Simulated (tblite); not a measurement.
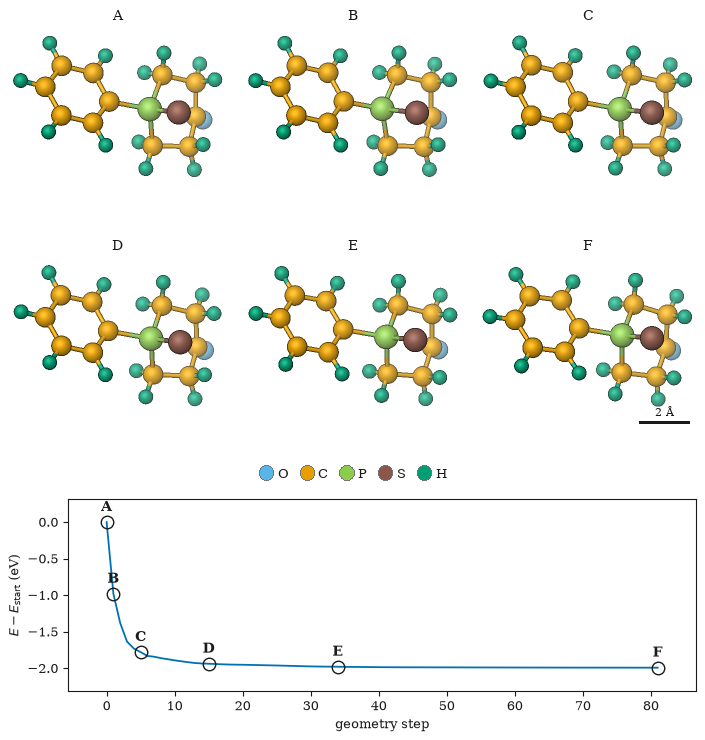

Frames of a relaxation of C$_{11}$H$_{13}$OPS, marked on the history of the run. Style: ball-and-stick. Shown at a tilt.

The calculation used GFN2-xTB geometry optimisation, gas phase (tblite 0.8.0). 

Q: Describe the path.

A: After 81 geometry steps the energy has fallen by 1.993 eV. The S atom moves most after the best rigid fit: 0.44 Å. By element the largest moves are S 0.44 Å, H 0.33 Å, P 0.22 Å, C 0.17 Å, O 0.13 Å. Some distances before and after: P–S 1.717 → 1.939 Å, C–P 1.775 → 1.820 Å, C–C 1.471 → 1.514 Å, C–O 1.241 → 1.204 Å. Bond angles that change, for instance: C–C–C 125.0° → 115.0°, C–P–C 113.3° → 105.3°, S–P–C 107.5° → 114.6°. Cost: 1.2 s on 1 thread of Arm Neoverse V1 (shared host). From step 0 to 1: the S atom moves most (0.20 Å), energy −0.982 eV. From step 1 to 5: the P atom moves most (0.16 Å), energy −0.798 eV. From step 5 to 15: the S atom moves most (0.20 Å), energy −0.159 eV. From step 15 to 34: an H atom moves most (0.20 Å), energy −0.041 eV. From step 34 to 81: an H atom moves most (0.18 Å), energy −0.013 eV.
